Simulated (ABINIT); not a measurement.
# GaCuSe2 (I-42d): G0W0 with ABINIT, start to end

Aim: the G0W0 gap of GaCuSe2 (I-42d) on PBE, step by step.

Main program and level: ABINIT 10.8.3; PBE and many-body steps on it, plane waves.

**The experiments to reproduce.**

- Gap 1.72 eV: thermal gap from intrinsic conductivity perpendicular to c, 380-530 K; temperature-dependent electrical conductivity; bulk crystal (n-type Bridgman-grown single crystal) (“Growth and anisotropy of transport properties of CuGaSe2 single crystals”, 2018, pmc:6251020).

- Gap 1.7 eV: thermal gap from Hall coefficient in intrinsic region, perpendicular to c; temperature-dependent Hall effect; bulk crystal (n-type Bridgman-grown single crystal) (“Growth and anisotropy of transport properties of CuGaSe2 single crystals”, 2018, pmc:6251020).

In doubt: a PseudoDojo file used here is known to give poor structures and forces, which bears on pressures, cells, forces and phonons.

## (1) The structure

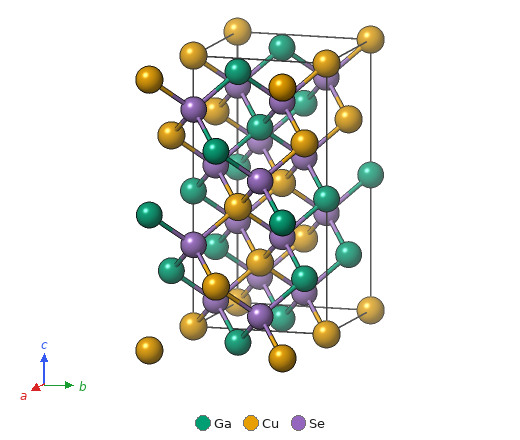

The cell as given, slightly off an axis (gallium teal, copper orange, selenium purple). 2×1×1 cells are drawn. This picture shows the conventional cell, with its axes. Bonds to atoms that aren't drawn are left out. Some periodic images of atoms are drawn too.

The cell and positions come from the Crystallography Open Database and are kept as given unless a step says otherwise.

## (2) Ground state

This step: ABINIT 10.8.3; DFT, PBE, plane waves, norm-conserving pseudopotentials.

The ground-state density comes first.

File run.abi:

```
acell 3*1.0 Angstrom
rprim 
  -2.809550000000 2.809550000000 5.513000000000
  2.809550000000 -2.809550000000 5.513000000000
  2.809550000000 2.809550000000 -5.513000000000
ntypat 3
znucl 31 29 34
natom 8
typat 1 1 2 2 3 3 3 3
xred 
  0.500000000000 0.500000000000 0.000000000000
  0.250000000000 0.750000000000 0.500000000000
  0.000000000000 0.000000000000 0.000000000000
  0.750000000000 0.250000000000 0.500000000000
  0.375000000000 0.375620000000 0.500620000000
  0.624380000000 0.125000000000 0.999380000000
  0.875000000000 0.874380000000 0.499380000000
  0.125620000000 0.625000000000 0.000620000000
pp_dirpath "pseudos"
pseudos "Ga.upf, Cu.upf, Se.upf"
ecut 50
ngkpt 4 4 4
nshiftk 1
shiftk 0 0 0
kptopt 1
chksymbreak 0
nband 96
occopt 1
tolvrs 1e-08
nstep 60
prtwf 0
optforces 0
optstress 0
indata_prefix "in"
outdata_prefix "out"
tmpdata_prefix "tmp"
```

Run with:

```console
$ OMP_NUM_THREADS=1 mpirun -n 13 abinit run.abi > log
```

Numbers of over 12 decimals in the logs are rounded to 6 here.

Log:

```text
.Version 10.8.3 of ABINIT. v10.8.2 released Aug 2026.

 Symmetries : space group I-4 2 d (#122); Bravais tI (body-center tetrag.)
================================================================================
 Values of the parameters that define the memory need of the present run
     intxc =       0    ionmov =       0      iscf =       7    lmnmax =       6
     lnmax =       6     mgfft =      90  mpssoang =       3    mqgrid =    3012
     natom =       8  nloc_mem =       1    nspden =       1   nspinor =       1
    nsppol =       1      nsym =       8    n1xccc =    2501    ntypat =       3
    occopt =       1   xclevel =       2
-    mband =          96        mffmem =           1         mkmem =           1
       mpw =       19872          nfft =      729000          nkpt =          13
================================================================================
  Rough estimation (10% accuracy) of disk space for files :
================================================================================

--------------------------------------------------------------------------------
------------- Echo of variables that govern the present computation ------------
--------------------------------------------------------------------------------
 -outvars: echo values of preprocessed input variables --------
            acell      1.8897261259E+00  1.8897261259E+00  1.8897261259E+00 Bohr

      chksymbreak           0
             ecut      5.00000000E+01 Hartree
-          fftalg         312

              ixc     -101130
              kpt      0.00000000E+00  0.00000000E+00  0.00000000E+00
                       2.50000000E-01  0.00000000E+00  0.00000000E+00
                       5.00000000E-01  0.00000000E+00  0.00000000E+00
                       2.50000000E-01  2.50000000E-01  0.00000000E+00
                       5.00000000E-01  2.50000000E-01  0.00000000E+00
                      -2.50000000E-01  2.50000000E-01  0.00000000E+00
                       5.00000000E-01  5.00000000E-01  0.00000000E+00
                       2.50000000E-01  2.50000000E-01  2.50000000E-01
                      -2.50000000E-01  2.50000000E-01  2.50000000E-01
                       5.00000000E-01  5.00000000E-01  2.50000000E-01
                      -2.50000000E-01  5.00000000E-01  2.50000000E-01
[...]
kptrlatt        4    0    0      0    4    0      0    0    4
          kptrlen      4.24742403E+01
P           mkmem           1
            natom           8
            nband          96
            ngfft          90      90      90
             nkpt          13
            nstep          60
             nsym           8
           ntypat           3
              occ      2.000000  2.000000  2.000000  2.000000  2.000000  2.000000
                       2.000000  2.000000  2.000000  2.000000  2.000000  2.000000
                       2.000000  2.000000  2.000000  2.000000  2.000000  2.000000
                       2.000000  2.000000  2.000000  2.000000  2.000000  2.000000
                       2.000000  2.000000  2.000000  2.000000  2.000000  2.000000
                       2.000000  2.000000  2.000000  2.000000  2.000000  2.000000
                       2.000000  2.000000  2.000000  2.000000  2.000000  2.000000
                       2.000000  2.000000  2.000000  2.000000  2.000000  2.000000
                       2.000000  2.000000  2.000000  2.000000  2.000000  2.000000
   [... 5 further rows ...]
                       2.000000  2.000000  2.000000  2.000000  0.000000  0.000000
                       0.000000  0.000000  0.000000  0.000000  0.000000  0.000000
        optforces           0
        optstress           0
            prtwf           0
            rprim     -2.8095500000E+00  2.8095500000E+00  5.5130000000E+00
[...]
spgroup         122

           tolvrs      1.00000000E-08

             xred      5.0000000000E-01  5.0000000000E-01 -1.5424872905E-17
[...]
znucl       31.00000   29.00000   34.00000

================================================================================

 chkinp: Checking input parameters for consistency.

================================================================================
== DATASET  1 ==================================================================
-   mpi_nproc: 13, omp_nthreads: 1 (-1 if OMP is not activated)

--- !DatasetInfo
iteration_state: {dtset: 1, }
dimensions: {natom: 8, nkpt: 13, mband: 96, nsppol: 1, nspinor: 1, nspden: 1, mpw: 19872, }
cutoff_energies: {ecut:  50.0, pawecutdg:  -1.0, }
electrons: {nelect:   1.76000000E+02, charge:   0.00000000E+00, occopt:   1.00000000E+00, tsmear:   1.00000000E-02, }

 Real(R)+Recip(G) space primitive vectors, cartesian coordinates (Bohr,Bohr^-1):
 R(1)= -5.3092800  5.3092800 10.4180601  G(1)=  0.0000000  0.0941747  0.0479936
 R(2)=  5.3092800 -5.3092800 10.4180601  G(2)=  0.0941747  0.0000000  0.0479936
 R(3)=  5.3092800  5.3092800-10.4180601  G(3)=  0.0941747  0.0941747  0.0000000
 Unit cell volume ucvol=  1.1746761E+03 bohr^3
 Angles (23,13,12)=  1.31158269E+02  1.31158269E+02  7.15617425E+01 degrees

 getcut: wavevector=  0.0000  0.0000  0.0000  ngfft=  90  90  90
         ecut(hartree)=     50.000   => boxcut(ratio)=   2.20209

 getcut : COMMENT -
[...]
iteration_state: {dtset: 1, }
solver: {iscf: 7, nstep: 60, nline: 4, wfoptalg: 0, }
tolerances: {tolvrs: 1.00E-08, }

     iter   Etot(hartree)      deltaE(h)  residm     vres2
 ETOT  1  -2188.2265058240    -2.188E+03 1.673E+00 4.728E+05
 ETOT  2  -2190.6502316019    -2.424E+00 9.959E-01 9.172E+05
 ETOT  3  -2228.8960045672    -3.825E+01 1.717E-01 1.457E+05
 ETOT  4  -2233.6700529035    -4.774E+00 5.106E-02 6.137E+04
 ETOT  5  -2234.6492124898    -9.792E-01 2.101E-02 3.710E+04
 ETOT  6  -2235.3777212193    -7.285E-01 2.660E-02 2.150E+04
 ETOT  7  -2235.9324279961    -5.547E-01 5.531E-03 1.007E+04
 ETOT  8  -2236.0895121639    -1.571E-01 1.099E-03 6.798E+03
 ETOT  9  -2236.3339484524    -2.444E-01 1.324E-03 1.919E+03
 ETOT 10  -2236.4190305188    -8.508E-02 2.506E-03 2.470E+02
[...]
ETOT 18  -2236.4335777427    -1.567E-07 8.522E-05 6.275E-05
 ETOT 19  -2236.4335777465    -3.808E-09 6.129E-05 9.757E-06
 ETOT 20  -2236.4335777472    -6.207E-10 3.923E-05 1.695E-07
 ETOT 21  -2236.4335777473    -9.550E-11 2.703E-05 5.573E-08
 ETOT 22  -2236.4335777471     1.705E-10 1.840E-05 2.724E-09

 At SCF step   22       vres2   =  2.72E-09 < tolvrs=  1.00E-08 =>converged.

--- !ResultsGS
iteration_state: {dtset: 1, }
comment   : Summary of ground state results
lattice_vectors:
- [ -5.3092800,   5.3092800,  10.4180601, ]
- [  5.3092800,  -5.3092800,  10.4180601, ]
- [  5.3092800,   5.3092800, -10.4180601, ]
lattice_lengths: [  12.84184,   12.84184,   12.84184, ]
lattice_angles: [131.158, 131.158,  71.562, ] # degrees, (23, 13, 12)
lattice_volume:   1.1746761E+03
convergence: {deltae:  1.705E-10, res2:  2.724E-09, residm:  1.840E-05, diffor:  0.000E+00, }
etotal    :  -2.23643358E+03
entropy   :   0.00000000E+00
fermie    :   2.13258994E-01
cartesian_stress_tensor: null
pressure_GPa: null
xred      :
- [  5.0000E-01,   5.0000E-01,  -1.5425E-17, Ga]
- [  2.5000E-01,   7.5000E-01,   5.0000E-01, Ga]
- [  0.0000E+00,   0.0000E+00,   0.0000E+00, Cu]
- [  7.5000E-01,   2.5000E-01,   5.0000E-01, Cu]
- [  3.7500E-01,   3.7562E-01,   5.0062E-01, Se]
- [  6.2438E-01,   1.2500E-01,   9.9938E-01, Se]
- [  8.7500E-01,   8.7438E-01,   4.9938E-01, Se]
- [  1.2562E-01,   6.2500E-01,   6.2000E-04, Se]
cartesian_forces: null
force_length_stats: {min: null, max: null, mean: null, }

 Integrated electronic density in atomic spheres:
 ------------------------------------------------
 Atom  Sphere_radius  Integrated_density
[...]
================================================================================

 ----iterations are completed or convergence reached----

 Mean square residual over all n,k,spin=   27.565E-09; max=  18.401E-06
 reduced coordinates (array xred) for    8 atoms
[...]
0.750000000000      0.250000000000      0.500000000000
       0.375000000000      0.375620000000      0.500620000000
       0.624380000000      0.125000000000      0.999380000000
       0.875000000000      0.874380000000      0.499380000000
       0.125620000000      0.625000000000      0.000620000000
 rms dE/dt=  0.0000E+00; max dE/dt=  0.0000E+00; dE/dt below (all hartree)
    1       0.000000000000      0.000000000000      0.000000000000
    2       0.000000000000      0.000000000000      0.000000000000
    3       0.000000000000      0.000000000000      0.000000000000
    4       0.000000000000      0.000000000000      0.000000000000
    5       0.000000000000      0.000000000000      0.000000000000
    6       0.000000000000      0.000000000000      0.000000000000
    7       0.000000000000      0.000000000000      0.000000000000
    8       0.000000000000      0.000000000000      0.000000000000

 cartesian coordinates (angstrom) at end:
    1     -0.000000    -0.000000     5.513000
    2      2.809550     0.000000     2.756500
    3      0.000000     0.000000     0.000000
    4      0.000000     2.809550     2.756500
    5      1.408259     1.404775     1.378250
    6      1.404775     4.210841    -1.378250
    7      1.401291     1.404775     6.891250
    8      1.404775    -1.401291     4.134750
 length scales=  1.889726125908  1.889726125908  1.889726125908 bohr
              =  1.000000000000  1.000000000000  1.000000000000 angstroms
 prteigrs : about to open file out_EIG
 Fermi (or HOMO) energy (hartree) =   0.21326   Average Vxc (hartree)=  -0.37166
 Eigenvalues (hartree) for nkpt=  13  k points:
 kpt#   1, nband= 96, wtk=  0.01563, kpt=  0.0000  0.0000  0.0000 (reduced coord)
  -7.44547   -7.44547   -7.44547   -7.44547   -5.22309   -5.22309   -5.22309   -5.22309
  -5.22147   -5.22147   -5.22147   -5.22147   -5.21917   -5.21917   -5.21917   -5.21917
  -5.09162   -5.09162   -3.89174   -3.89174   -3.28064   -3.28064   -3.28063   -3.28063
  -3.28044   -3.28043   -2.32747   -2.32746   -2.32671   -2.32671   -2.32671   -2.32671
  -1.55478   -1.55478   -1.55478   -1.55478   -1.55464   -1.55463   -1.55462   -1.55462
  -1.55231   -1.55230   -1.55230   -1.55230   -1.55096   -1.55096   -1.55095   -1.55095
  -1.55046   -1.55045   -1.55045   -1.55045   -0.36069   -0.36069   -0.36065   -0.35492
  -0.35437   -0.35437   -0.35275   -0.35252   -0.35239   -0.35197   -0.32507   -0.26535
  -0.26535   -0.26466   -0.07235   -0.02006    0.03015    0.04244    0.04309    0.05400
   0.05400    0.08329    0.08329    0.09626    0.09626    0.09852    0.13714    0.13821
   0.14178    0.15179    0.15330    0.15330    0.15715    0.20857    0.20857    0.21326
   0.22150    0.28313    0.29665    0.35963    0.35963    0.37247    0.38819    0.39059
 prteigrs : prtvol=0 or 1, do not print more k-points.

--- !EnergyTerms
iteration_state     : {dtset: 1, }
comment             : Components of total free energy in Hartree
kinetic             :  1.01115197299770E+03
hartree             :  9.41066688914033E+02
xc                  : -2.15465591500535E+02
Ewald energy        : -9.94571229989776E+02
psp_core            :  2.79082573290155E+01
local_psp           : -2.46860264503463E+03
non_local_psp       : -5.37921030462889E+02
total_energy        : -2.23643357774709E+03
total_energy_eV     : -6.08564578975571E+04
band_energy         : -3.55133231922571E+02

== END DATASET(S) ==============================================================
================================================================================

 -outvars: echo values of variables after computation  --------
           etotal     -2.2364335777E+03
            nband          96
             nkpt          13
          spgroup         122
 [... the other variables as echoed above ...]

 Calculation completed.
```

Run time: 6.4 min. Hardware: 13 MPI ranks of Arm Neoverse V1, shared host; peak memory 4 GiB.

Numbers from this step:

```
total energy               : -60856.4579 eV
gap                        : 0.2242 eV
k of the valence top       : 0, 0, 0
k of the conduction bottom : 0, 0, 0
least direct gap           : 0.2242 eV
```

The gap is direct, at Γ.

(Part 1 of 3 ends here.)

[Paths, hosts, dates, memory and timing lines, banners, echoed tables and standing remarks are left out of the program output.]

[Logs are printed without paths, hosts, clocks, repeated set-up lines and the standing remarks that a program may print on its own settings, such as how far it seeks lower states.]

[Runs of the session that timed out or met a known fault of the program may be left out.]

[Hosts, paths, dates, database ids (printed as entryN), source tags and the programs' standing remarks are cut or masked in the printed files.]

[G0W0 gaps are taken among the corrected bands and points alone; a level outside them can change the order at an edge.]

[Where Ansatz stands beside ABINIT at settings called matched, ABINIT's density can come from a denser mesh and the files from another edition; pairs whose starting gaps differed by over 0.03 eV were left out, so agreement reads better than it is.]
